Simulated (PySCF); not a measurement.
Input file:

```
{"job": {"kind": "nmr", "xc": "PBE0", "basis": "pcSseg-1", "pop": false}, "charge": 0, "multiplicity": 1}
C      2.171453     0.329923     0.339330
C      0.762463     0.733814     0.658862
O      0.345038     1.855645     0.636798
O     -0.040564    -0.301427     1.074184
C     -0.699896    -1.075870     0.081711
C     -1.509597    -0.196650    -0.884067
O     -2.403105     0.641640    -0.213749
H      2.174025    -0.407148    -0.461617
H      2.608866    -0.134582     1.221216
H      2.753688     1.198665     0.047950
H      0.022243    -1.683569    -0.480650
H     -1.365245    -1.728990     0.648790
H     -0.817029     0.389070    -1.509711
H     -2.107537    -0.839784    -1.533800
H     -1.894803     1.219260     0.374752
```

Command:

```sh
OMP_NUM_THREADS=1 python ens_run.py task.json out
```

Geometry: GFN2-xTB.

Method: PySCF 2.14.0, PBE0/pcSseg-1, SCF density, gas phase, non-relativistic.

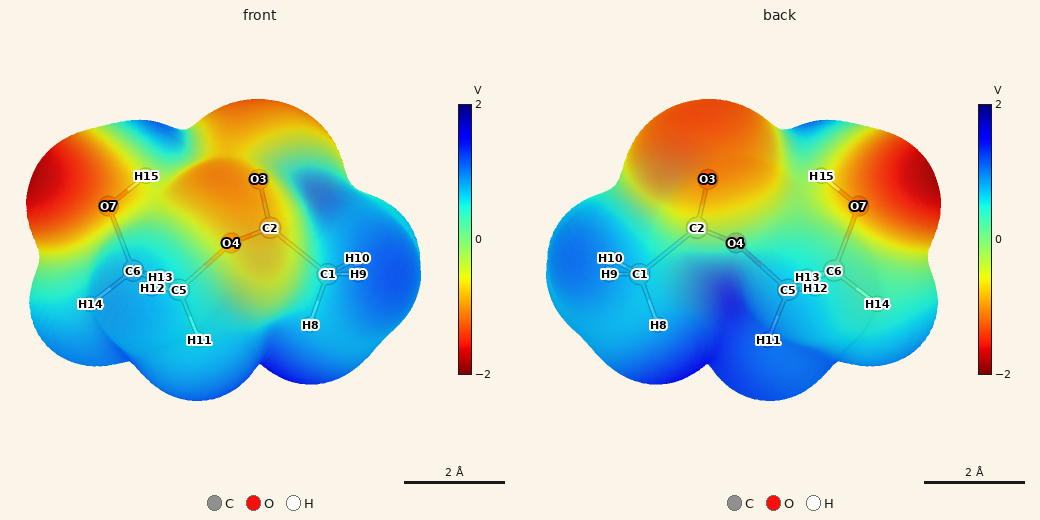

C₄H₈O₃ (SMILES CC(=O)OCCO). The molecular electrostatic potential painted on the density surface at 0.002 e/bohr³, seen from the front and from behind; red is negative and blue positive.

> Where is the surface potential most negative and most positive?

The most negative region (about −1.8 V, or −42 kcal/mol for a unit charge) lies over O7, the most positive (about +1.5 V, or +35 kcal/mol for a unit charge) over C2, C5 and H8. O7 is the likeliest acceptor of a hydrogen bond.

> What dipole moment does the calculation give?

Its dipole moment is 4.07 D.
